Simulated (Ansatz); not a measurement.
**A convergence test on SnO2 (Cassiterite): k mesh of the hybrid**

Wanted: the cheapest k mesh of the hybrid that holds the HSE06 gap of SnO2 (Cassiterite).

Main program and level: Ansatz 0.2.0; DFT, HSE06, plane waves, PAW.

## (1) Starting point

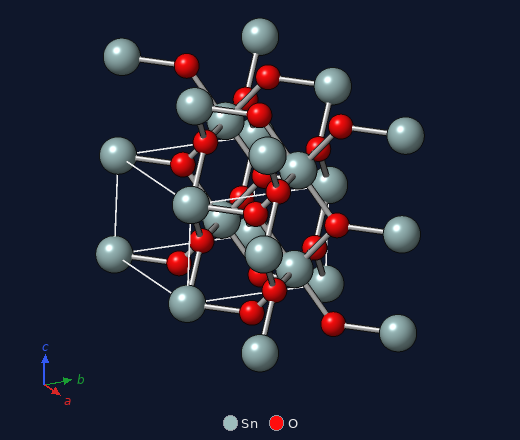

The starting structure, seen slightly off an axis (tin teal, oxygen red). 2×1×2 cells are drawn. Some periodic images of atoms are drawn too.

The cell and positions come from the Crystallography Open Database and are kept as given unless a step says otherwise. The default PAW set here is soft_2. Its files were made with PBE.

## (2) k mesh of the hybrid: 2×2×2

input.yaml reads:

```yaml
crystal:
  lattice:
    - [4.738, 0.0, 0.0]
    - [0.0, 4.738, 0.0]
    - [0.0, 0.0, 3.1865]
  atoms:
    - { symbol: Sn, position: [0.0, 0.0, 0.0] }
    - { symbol: Sn, position: [0.5, 0.5, 0.5] }
    - { symbol: O, position: [0.3071, 0.3071, 0.0] }
    - { symbol: O, position: [0.1929, 0.8071, 0.5] }
    - { symbol: O, position: [0.6929, 0.6929, 0.0] }
    - { symbol: O, position: [0.8071, 0.1929, 0.5] }
kpoints:
  mp_grid: { grid: [2, 2, 2] }
  band_path:
    path:
      - [0.0, 0.0, 0.0]
      - [0.0, 0.5, 0.0]
      - [0.5, 0.5, 0.0]
      - [0.0, 0.0, 0.5]
      - [0.0, 0.5, 0.5]
      - [0.5, 0.5, 0.5]
    npoints: 1
hamiltonian:
  xc: hse06
scf:
  occupations: { method: fixed }
  n_extra_bands: 6
output:
  eigenvalues: true
```

The run is started by

```console
ansatz run input.yaml --threads 3 --pin off --max-ram 92160MiB --backend cuda --events-out ev --progress --plain --runs-dir out --devices 1 --max-vram 13GiB
```

Numbers of over 12 decimals in the logs are rounded to 6 here.

The log of the run:

```text
scf.n_extra_bands = 6 over 26 filled bands (N_el = 52.0): the run solves 32 bands
exact exchange: scf.exx.singularity resolves to wigner_seitz, which cuts the screened interaction at the faces of the exchange supercell's Wigner-Seitz cell, so that each pair interacts once, at the shortest of its separations (the periodic images that this leaves out come, for a point-like exchange hole, to about 0.079 eV on a filled level). The cut falls within the interaction's reach, and what an exchange supercel [...]
GPUs: using 1 of 1 available (devices: 1).
Engine: ansatz 0.2.0, x86_64-unknown-linux-gnu
Pseudopotentials: kind: paw
Pseudopotential: Sn, paw, valence charge 14, recommended cutoff 420 eV (normal), Sn.paw.azcp
Pseudopotential: O, paw, valence charge 6, recommended cutoff 420 eV (normal), O.paw.azcp
Functional definition: HSE06
  parameter a = 0.25
  parameter omega = 0.11/bohr
  exchange = pbe_x - a*pbe_x_sr(omega) + a*exact_x_sr(omega)
  correlation = pbe_c
davidson cushion auto → on  (no smearing: the cushion is to keep the highest requested band from converging to the state above it; pin scf.eigensolver.cushion to override)
device memory: the entry about to start is reckoned to put 1.1 GiB on a device that reports 35.9 GiB free (of which the cap on the GPU budget leaves the run 13.0 GiB)
GPU FFT provider: cuFFT
GPU libraries: cuBLAS 13.8.2, cuFFT 12.4.0, cuSOLVER 12.3.4
Crystal: 6 atoms, lattice volume = 71.533 Å³
Basis set: ecut = 420 eV, 1411 PW (Γ)
Bands: 32, of which v1, the nominal top of the filled ones, is band 26 counted from 1 (25 counted from 0)
Symmetry: 16 space group operations
Space group: P42/mnm (ITA 136), of the structure as read, at distance tolerance 4.2e-5 Å
k-points: 6 of 8
Non-local potential: Sn, projectors of the file, l = 0: 2, l = 1: 2, l = 2: 2, l = 3: 2
Non-local potential: O, projectors of the file, l = 0: 2, l = 1: 2, l = 2: 1
PAW form: soft (Blöchl's): semilocal exchange-correlation on the pseudo side does not see the compensation charge
PAW frozen core: Sn, regenerated for the run's functional, and the local potential with it (the file was generated under x = pbe(κ = 0.804, μ = 0.219515), c = pbe(β = 0.066725))
PAW frozen core: O, regenerated for the run's functional, and the local potential with it (the file was generated under x = pbe(κ = 0.804, μ = 0.219515), c = pbe(β = 0.066725))
PAW one-centre angular grid: Sn, 590 points (default); XC on 64 Gauss nodes
PAW one-centre angular grid: O, 110 points (default); XC on 96 Gauss nodes
Initial density: superposition of atomic densities (neutral atoms: chi_scale 0, normalization atom), corrected by the library's trained network
Initial wavefunctions: pseudopotential atomic-orbital guess
GPU buffer pool allocated for 24576 grid points (all kernels)
GPU transforms: local potential and band sums: pruned to the plane-wave sphere, on 32×32×24
Functional: x = pbe(κ = 0.804, μ = 0.219515), c = pbe(β = 0.066725), warm-up for x = pbe(κ = 0.804, μ = 0.219515) + 0.25 (exact − pbe) at short range (hse, ω = 0.207870 Å⁻¹), c = pbe(β = 0.066725); HSE06 as pw.x's `hse` composes it (authors' and Libxc's form: `xc: wpbeh`)
SCF iter   1: F=—  HF=-14317.304397 eV  |F-HF|=—  |Δ(HF+E_count)|=         —  Δρ=7.80e-3  dr2=2.02e-2  ethr=1.77e-3  ⟨swp⟩=7.8  Hψ=900  notcnv=0
preconditioner: auto → none  [insulator: Δε(μ)=1.279 eV  Ē_g=19.737 eV  n_scr=18 (ndim 8)  ℏωp=31.7 eV  f_vac=0.027]
SCF iter   2: F=—  HF=-14317.304843 eV  |F-HF|=—  |Δ(HF+E_count)|=   4.47e-4  Δρ=4.22e-3  dr2=5.26e-3  ethr=3.88e-5  ⟨swp⟩=4.5  Hψ=612  notcnv=0
SCF iter   3: F=—  HF=-14317.303936 eV  |F-HF|=—  |Δ(HF+E_count)|=   9.07e-4  Δρ=1.85e-3  dr2=6.77e-4  ethr=1.01e-5  ⟨swp⟩=3.0  Hψ=504  notcnv=0
iter 4 solved again at ethr=7.97e-8 eV; its pass at ethr=1.30e-6 eV (dr2=4.15e-5 eV) is discarded
SCF iter   4: F=-14317.304038 eV  HF=-14317.304037 eV  |F-HF|=9.20e-7  |Δ(HF+E_count)|=   1.01e-4  Δρ=4.04e-4  dr2=3.96e-5  ethr=7.97e-8  ⟨swp⟩=3.8  Hψ=968  notcnv=0
[...]
SCF iter   1: F=—  HF=-14325.021447 eV  |F-HF|=—  |Δ(HF+E_count)|=         —  Δρ=1.03e-2  dr2=4.89e-2  ethr=7.61e-7  ⟨swp⟩=8.7  Hψ=1122  notcnv=0
preconditioner: auto → none  [insulator: Δε(μ)=3.055 eV  Ē_g=22.459 eV  n_scr=18 (ndim 8)  ℏωp=31.7 eV  f_vac=0.027]
SCF iter   2: F=—  HF=-14325.008574 eV  |F-HF|=—  |Δ(HF+E_count)|=   1.29e-2  Δρ=5.54e-3  dr2=9.82e-3  ethr=7.61e-7  ⟨swp⟩=5.0  Hψ=752  notcnv=0
SCF iter   3: F=—  HF=-14325.029704 eV  |F-HF|=—  |Δ(HF+E_count)|=   2.11e-2  Δρ=2.68e-3  dr2=4.85e-3  ethr=7.61e-7  ⟨swp⟩=4.8  Hψ=741  notcnv=0
SCF iter   4: F=—  HF=-14325.028236 eV  |F-HF|=—  |Δ(HF+E_count)|=   1.47e-3  Δρ=1.37e-4  dr2=5.40e-5  ethr=7.61e-7  ⟨swp⟩=4.0  Hψ=644  notcnv=0
SCF iter   5: F=—  HF=-14325.028561 eV  |F-HF|=—  |Δ(HF+E_count)|=   3.24e-4  Δρ=3.13e-4  dr2=6.18e-5  ethr=1.43e-8  ⟨swp⟩=5.0  Hψ=778  notcnv=0
SCF iter   6: F=-14325.028542 eV  HF=-14325.028542 eV  |F-HF|=2.09e-7  |Δ(HF+E_count)|=   1.91e-5  Δρ=2.17e-5  dr2=2.06e-6  ethr=1.43e-8  ⟨swp⟩=4.0  Hψ=652  notcnv=0
SCF 2 stopped early in 6 iterations: F = -14325.028542 eV  dr2 = 2.06e-6
hybrid outer 1: dexx = +2.450e-2 eV, tail = 1.23e-4 eV
GPU FFT provider: cuFFT
GPU libraries: cuBLAS 13.8.2, cuFFT 12.4.0, cuSOLVER 12.3.4
GPU buffer pool allocated for 24576 grid points (all kernels)
GPU transforms: local potential and band sums: pruned to the plane-wave sphere, on 32×32×24
Exchange kernel: α = 0.2500, screened, ω = 0.2079 Å⁻¹, Wigner–Seitz truncation, v(0) = 779.4846 eV·Å³, q-mesh 2×2×2, nearest image of the exchange supercell L = 6.37 Å, pair-density grid 30×30×20, without the augmentation charges, whose exchange is taken in its separable form by FFT convolution over the k-point mesh (sized by the pseudopotential files, 32×32×24 at the most), smooth part of the exact exchange by density-matrix convolution in up to 442.9 MiB of GPU memory as planned if the GPU has room (build and FFT work areas not counted)
Frozen-core exchange: fock
SCF iter   1: F=—  HF=-14325.027807 eV  |F-HF|=—  |Δ(HF+E_count)|=         —  Δρ=3.32e-5  dr2=5.67e-7  ethr=1.18e-6  ⟨swp⟩=3.7  Hψ=462  notcnv=0
preconditioner: auto → none  [insulator: Δε(μ)=3.047 eV  Ē_g=22.490 eV  n_scr=18 (ndim 8)  ℏωp=31.7 eV  f_vac=0.035]
SCF iter   2: F=—  HF=-14325.027811 eV  |F-HF|=—  |Δ(HF+E_count)|=   3.78e-6  Δρ=3.14e-5  dr2=2.97e-7  ethr=6.75e-10  ⟨swp⟩=6.2  Hψ=859  notcnv=0  defer=4
iter 3 solved again at ethr=5.16e-11 eV; its pass at ethr=5.31e-10 eV (dr2=2.68e-8 eV) is discarded
SCF iter   3: F=-14325.027811 eV  HF=-14325.027811 eV  |F-HF|=9.36e-9  |Δ(HF+E_count)|=   1.81e-8  Δρ=1.15e-5  dr2=4.10e-8  ethr=5.16e-11  ⟨swp⟩=3.0  Hψ=882  notcnv=0
SCF 3 converged in 3 iterations: F = -14325.027811 eV  dr2 = 4.10e-8
hybrid outer 2: dexx = +1.309e-6 eV, tail = 1.51e-7 eV, Δε = 4.78e-3 eV (about 2.61e-4 eV left of the loop's levels)
device memory: the entry about to start is reckoned to put 0.4 GiB on a device that reports 39.9 GiB free (of which the cap on the GPU budget leaves the run 13.0 GiB)
NSCF: frozen V_eff on 6 k-points
hybrid SCF converged: 2 outer / 9 inner (+4 warm-up), last move |dexx| = 1.31e-6 eV, tail = 1.51e-7 eV
Stability not checked: this state was not tested for a lower state beside it, because the functional holds exact exchange (a hybrid, or Hartree-Fock), whose exchange loop this test does not read (fock_operator; see scf.lower_state_search)
Free energy (F): -14325.027811 eV
Frozen-core exchange: fock
Harris-Foulkes:  -14325.027811 eV  (|F-HF|=9.36e-9)
Internal energy: -14325.027811 eV  (E = F + TS)
E sigma→0 (E₀):  -14325.027811 eV
Fermi energy:    8.261369 eV
--- Per-component energies (eV) ---
  E_band       = -218.055633
  E_kinetic    = 1088.399272
  E_local      = -2859.738927  (includes V_loc(G=0)·N_el)
  E_nonlocal   = 129.232462
  E_hartree    = 1496.226934
  E_xc         = -832.260029
  E_vxc        = -448.059834  (∫ρ·V_xc dr)
  E_exx        = -152.547017  (= α·E_x^exact, valence–valence)
  E_paw        = -9011.909818  (= ΣΔE_a)
  E_vpaw       = -815.261479  (= ΣTr[D̂ρ^β])
  E_aug_tail   = 0.009985  (compensation charges beyond the density's cutoff)
  E_ewald      = -4182.851779
  E_core_change = 0.411106  (= ΣΔE_core)
  E_smearing   = -0.000000  (= −TS)
  E_closure    = -0.000000  (closes the sum)
  Σ components = -14325.027811   (vs F -14325.027811, Δ=0.00e0)
--- Band table (eV; the first three rows and the last of 6) ---
  k-point 0: bands = [... 22 lower, 7.1633, 7.5417, 7.5417, 8.2614, 11.3077, 16.4471, 16.4837, 16.4837, ... 2 higher]
  k-point 1: bands = [... 22 lower, 6.4792, 6.4792, 6.8944, 6.8944, 16.5929, 16.5929, 20.0607, 20.0607, ... 2 higher]
  k-point 2: bands = [... 22 lower, 7.2158, 7.2158, 7.6603, 7.6603, 14.6072, 14.6072, 17.2669, 17.2669, ... 2 higher]
  k-point 5: bands = [... 22 lower, 7.2833, 7.2833, 7.3448, 7.3448, 15.1150, 15.1150, 19.0554, 19.0554, ... 2 higher]
```

The job ended after 15 s (1 × NVIDIA H100 80GB HBM3 (shared by 6 runs) with 3 threads of AMD EPYC 7R13 (Zen 3), shared host; peak memory 1.1 GiB).

In the SCF lines HF is the Harris–Foulkes energy and dr2 the Hartree energy of the density residual, in eV; the loop may stop once dr2 is under the threshold and the program's other checks hold. Hψ counts applications of the Hamiltonian.

This step gave:

```yaml
gap: 3.046 eV
valence_top_at: Γ
conduction_bottom_at: Γ
least_direct_gap: 3.046 eV
exact_exchange_fraction: 0.25
```

The gap is direct, at Γ.

## (3) k mesh of the hybrid: 2×2×4

Changes to input.yaml since step 2:

```diff
@@ -13,3 +13,3 @@
 kpoints:
-  mp_grid: { grid: [2, 2, 2] }
+  mp_grid: { grid: [2, 2, 4] }
   band_path:
```

The log of the run:

```text
[...]
GPUs: using 1 of 1 available (devices: 1).
[...]
GPU FFT provider: cuFFT
GPU libraries: cuBLAS 13.8.2, cuFFT 12.4.0, cuSOLVER 12.3.4
Crystal: 6 atoms, lattice volume = 71.533 Å³
Basis set: ecut = 420 eV, 1411 PW (Γ)
Bands: 32, of which v1, the nominal top of the filled ones, is band 26 counted from 1 (25 counted from 0)
[... 1 set-up line as in the run before ...]
[...]
k-points: 9 of 16
[...]
Fermi energy:    8.187643 eV
[...]
--- Band table (eV; the first three rows and the last of 9) ---
  k-point 0: bands = [... 22 lower, 7.1652, 7.4676, 7.4676, 8.1876, 11.2450, 16.3827, 16.4292, 16.4292, ... 2 higher]
  k-point 1: bands = [... 22 lower, 5.8342, 7.3861, 7.3861, 7.6529, 13.9178, 17.3466, 18.6728, 18.6728, ... 2 higher]
  k-point 2: bands = [... 22 lower, 6.4238, 6.4238, 6.8362, 6.8362, 16.5819, 16.5819, 20.0328, 20.0328, ... 2 higher]
  k-point 8: bands = [... 22 lower, 7.2195, 7.2195, 7.2808, 7.2808, 15.1027, 15.1027, 19.0294, 19.0294, ... 2 higher]
[key lines of the parts left out:]
Free energy (F): -14325.511305 eV
```

Run time: 17 s. Hardware: 1 × NVIDIA H100 80GB HBM3 (shared by 6 runs) with 3 threads; peak memory 1.1 GiB; 11 s of CPU time.

This step gave:

```
gap                  : 3.057 eV
valence top at       : Γ
conduction bottom at : Γ
least direct gap     : 3.057 eV
```

The gap is 3.057 eV, +0.011 eV from the run before at this level.

## (4) k mesh of the hybrid: 4×4×4

Changes to input.yaml since step 3:

```diff
@@ -13,3 +13,3 @@
 kpoints:
-  mp_grid: { grid: [2, 2, 4] }
+  mp_grid: { grid: [4, 4, 4] }
   band_path:
```

The log of the run:

```text
[...]
GPUs: using 1 of 1 available (devices: 1).
[...]
GPU FFT provider: cuFFT
GPU libraries: cuBLAS 13.8.2, cuFFT 12.4.0, cuSOLVER 12.3.4
Crystal: 6 atoms, lattice volume = 71.533 Å³
Basis set: ecut = 420 eV, 1411 PW (Γ)
Bands: 32, of which v1, the nominal top of the filled ones, is band 26 counted from 1 (25 counted from 0)
[... 1 set-up line as in the run before ...]
[...]
k-points: 18 of 64
[...]
Fermi energy:    8.185129 eV
[...]
--- Band table (eV; the first three rows and the last of 18) ---
  k-point 0: bands = [... 22 lower, 7.1613, 7.4717, 7.4717, 8.1851, 11.2260, 16.3816, 16.4277, 16.4277, ... 2 higher]
  k-point 1: bands = [... 22 lower, 5.8307, 7.3865, 7.3865, 7.6495, 13.9075, 17.3448, 18.6710, 18.6710, ... 2 higher]
  k-point 2: bands = [... 22 lower, 6.4199, 6.4199, 6.8332, 6.8332, 16.5791, 16.5791, 20.0303, 20.0303, ... 2 higher]
  k-point 17: bands = [... 22 lower, 7.2177, 7.2177, 7.2775, 7.2775, 15.0969, 15.0969, 19.0268, 19.0268, ... 2 higher]
[key lines of the parts left out:]
Free energy (F): -14325.528815 eV
```

Elapsed: 26 s, on 1 × NVIDIA H100 80GB HBM3 (shared by 6 runs) with 3 threads; peak memory 1.3 GiB.

Numbers from this step:

| Quantity | Value |
| --- | --- |
| gap | 3.041 eV |
| valence top at | Γ |
| conduction bottom at | Γ |
| least direct gap | 3.041 eV |

The gap is 3.041 eV, −0.016 eV from the run before at this level.

## (5) k mesh of the hybrid: 4×4×6

Changes to input.yaml since step 4:

```diff
@@ -13,3 +13,3 @@
 kpoints:
-  mp_grid: { grid: [4, 4, 4] }
+  mp_grid: { grid: [4, 4, 6] }
   band_path:
```

The log of the run:

```text
[...]
GPUs: using 1 of 1 available (devices: 1).
[...]
GPU FFT provider: cuFFT
GPU libraries: cuBLAS 13.8.2, cuFFT 12.4.0, cuSOLVER 12.3.4
Crystal: 6 atoms, lattice volume = 71.533 Å³
Basis set: ecut = 420 eV, 1411 PW (Γ)
Bands: 32, of which v1, the nominal top of the filled ones, is band 26 counted from 1 (25 counted from 0)
[... 1 set-up line as in the run before ...]
[...]
k-points: 24 of 96
[...]
Fermi energy:    8.182690 eV
[...]
--- Band table (eV; the first three rows and the last of 24) ---
  k-point 0: bands = [... 22 lower, 7.1623, 7.4689, 7.4689, 8.1827, 11.2225, 16.3796, 16.4253, 16.4253, ... 2 higher]
  k-point 1: bands = [... 22 lower, 6.1988, 7.4949, 7.4949, 7.9366, 12.7236, 16.9809, 17.5873, 17.5873, ... 2 higher]
  k-point 2: bands = [... 22 lower, 5.6164, 7.1946, 7.1946, 7.2769, 15.0015, 17.3884, 19.0182, 19.7469, ... 2 higher]
  k-point 23: bands = [... 22 lower, 7.2159, 7.2159, 7.2755, 7.2755, 15.0963, 15.0963, 19.0262, 19.0262, ... 2 higher]
[key lines of the parts left out:]
Free energy (F): -14325.536183 eV
```

Elapsed: 26 s, on 1 × NVIDIA H100 80GB HBM3 (shared by 6 runs) with 3 threads; peak memory 1.4 GiB; 31 s of CPU time.

This step gave:

```yaml
gap: 3.040 eV
valence_top_at: Γ
conduction_bottom_at: Γ
least_direct_gap: 3.040 eV
```

The gap is 3.040 eV, −0.001 eV from the run before at this level.

## (6) The series

Differences are against the last row; a negative gap means that bands overlap, and a run with a band path holds that path's time. Times are wall times on 1 × NVIDIA H100 80GB HBM3 (shared by 6 runs) with 3 threads of AMD EPYC 7R13 (Zen 3), shared host, good to a factor of about two.

```csv
k mesh of the hybrid,gap (eV),direct gap (eV),gap error (eV),energy error (meV/atom),irreducible k,time
2×2×2,3.046,3.046,+0.006,+84.7,6,15 s
2×2×4,3.057,3.057,+0.017,+4.1,9,17 s
4×4×4,3.041,3.041,+0.001,+1.2,18,26 s
4×4×6,3.040,3.040,+0.000,+0.0,24,26 s
```

## (7) What came out

| Property | Result |
| --- | --- |
| 2×2×2 | 3.046 eV |
| 2×2×4 | 3.057 eV |
| 4×4×4 | 3.041 eV |
| 4×4×6 | 3.040 eV |

The gap holds to 0.02 eV from 2×2×2 on, the cheapest setting tried. At 2×2×2 the gap is off by +0.006 eV and the energy by +85 meV/atom. The gap is read over the mesh and added points near the edges, so meshes differ mainly through the density and, for a hybrid, the exchange operator.

[Paths, hosts, dates, memory and timing lines, banners, echoed tables and standing remarks are left out of the program output.]

[Logs are printed without paths, hosts, clocks, repeated set-up lines and the standing remarks that a program may print on its own settings, such as how far it seeks lower states.]

[Runs of the session that timed out or met a known fault of the program may be left out.]

[Cells called generated may have been cut or substituted from an entry of the Crystallography Open Database or the Materials Project.]

[Hosts, paths, dates, database ids (printed as entryN), source tags and the programs' standing remarks are cut or masked in the printed files.]
